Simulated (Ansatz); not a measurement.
**Fields on a plane of Al2Au (fluorite type, space group Fm-3m)**

```yaml
crystal:
  lattice:
    - [0.00000, 2.97832, 2.97832]
    - [2.97832, 0.00000, 2.97832]
    - [2.97832, 2.97832, 0.00000]
  atoms:
    - { symbol: Al, position: [0.25000, 0.25000, 0.25000] }
    - { symbol: Al, position: [0.75000, 0.75000, 0.75000] }
    - { symbol: Au, position: [0.00000, 0.00000, 0.00000] }
```

The slice is a {100} plane (indices of the conventional cell) through the point (0.000, 0.000, 0.000) (fractional), spanned by u = [100] and v = [0 1 -1] in vectors of this cell: u (4.21 Å) and v (4.21 Å, at 90° to u). It covers one period; positions are fractions (u, v).

Atoms on it: Au at (0.00, 0.00).

Level of theory: LDA (plane waves to 420 eV, PAW, scalar-relativistic; Ansatz, an electronic-structure program). k mesh 14×14×14. These are valence fields of a PAW run, semicore shells included where kept as valence: close to a nucleus they are smooth pseudo fields. Al2Au was relaxed with its symmetry unable to fall. Spin-orbit coupling is left out, though Au is heavy.

```
|xxxxxxxxxxxx00225555555555555555552200xxxxxxxxxx|
|xxxxxxxxxxxx00335566666655666666553300xxxxxxxxxx|
|xxxxxxxxxx001155667766666666667766551100xxxxxxxx|
|xxxxxxxxxx004466777777777777777777664400xxxxxxxx|
|xxxxxx00003366778888888877888888887766330000xxxx|
|000000114466778888888888888888888888776644110000|
|222233556677888899999999999999999988887766553322|
|555555667788889999999999999999999999888877665555|
|555566777788889999999999999999999999888877776655|
|555566667788889999999999999999999999888877666655|
|555566667788889999999999999999999999888877666655|
|555555667777889999999999999999999999887777665555|
|555566667788889999999999999999999999888877666655|
|555566667788889999999999999999999999888877666655|
|555566777788889999999999999999999999888877776655|
|555555667788889999999999999999999999888877665555|
|222233556677888899999999999999999988887766553322|
|000000114466778888888888888888888888776644110000|
|xxxxxx00003366778888888877888888887766330000xxxx|
|xxxxxxxxxx004466777777777777777777664400xxxxxxxx|
|xxxxxxxxxx001155667766666666667766551100xxxxxxxx|
|xxxxxxxxxxxx00335566666655666666553300xxxxxxxxxx|
|xxxxxxxxxxxx00225555555555555555552200xxxxxxxxxx|
|xxxxxxxxxxxx00225555555555555555552200xxxxxxxxxx|
```
Scale: ten equal steps from 1.00 (start of '0') to 9.29 (end of '9'), in the order '0123456789'. Values: electrostatic potential energy of an electron, from the cell's mean, in eV. The map has 24 points along u (two characters each, u = 0 at the left) and 24 along v (v = 0 in the bottom row). Points within 1 Å of a nucleus are blanked (x), as the pseudised field means little there. Values under 1 eV are set to 1. The zero, the cell's mean, hangs on the PAW cores.

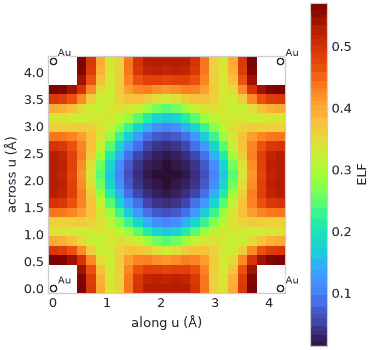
Electron localisation function (ELF), one period of the plane, atoms marked. Points within 0.5 Å of a nucleus are left white, as the pseudised field means little there.
